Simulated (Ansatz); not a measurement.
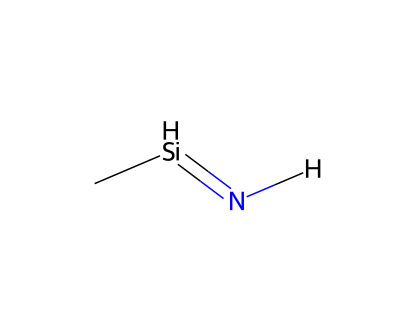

A structural formula.

> Write the SMILES.

[H]/N=[SiH]/C

> Give the formula, hydrogens included.

CH5NSi.

> An optimisation with PBE0-D4/def2-TZVP gave a structure of which point group?

Cs.

More results for the same structure follow; atom numbers are the same in all pictures, views and colours differ. Computed geometry: PBE0-D4/def2-TZVP optimisation. No frequency run is at hand to confirm it as a minimum.

### Dipole moment

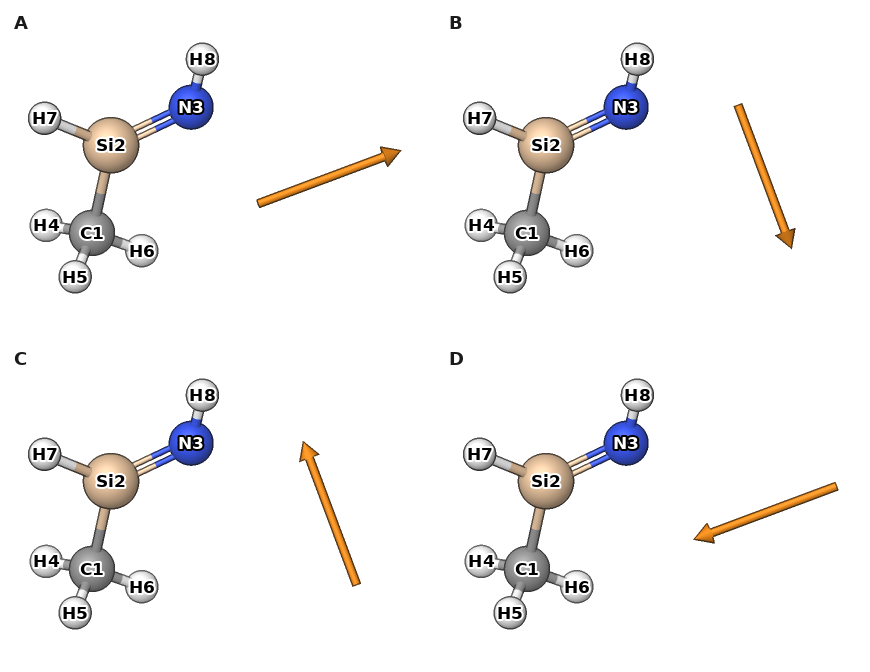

The same molecule four times, each with an arrow. No frequency run is at hand to confirm it as a minimum. Level of theory: RKS PBE0-D4/def2-TZVP (Ansatz 0.2.0).

> Which arrow points along the dipole moment, from the negative to the positive end?

D. The dipole moment is 2.69 D; it points from the side of H8 to the side of H4, H5 (the outermost atoms at the two ends).

### Electronic properties

No frequency run is at hand to confirm it as a minimum. Properties computed with RHF-CCSD(T), frozen core/def2-TZVPP (Ansatz 0.2.0).

> Estimate the T1 diagnostic.

0.016.

### Charges

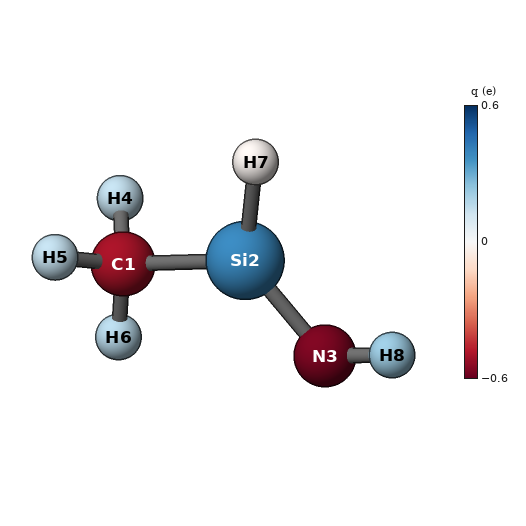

Atoms are coloured by their Mulliken charges. No frequency run is at hand to confirm it as a minimum. Properties computed with RKS PBE0-D4/def2-TZVP (Ansatz 0.2.0).

Give the Mulliken charges atom by atom.

| atom | value (e) |
| --- | --- |
| C1 | −0.49 |
| Si2 | 0.39 |
| N3 | −0.56 |
| H4 | 0.15 |
| H5 | 0.15 |
| H6 | 0.17 |
| H7 | −0.02 |
| H8 | 0.22 |

Mulliken values depend strongly on the basis set and can even reverse the polarity of a bond.
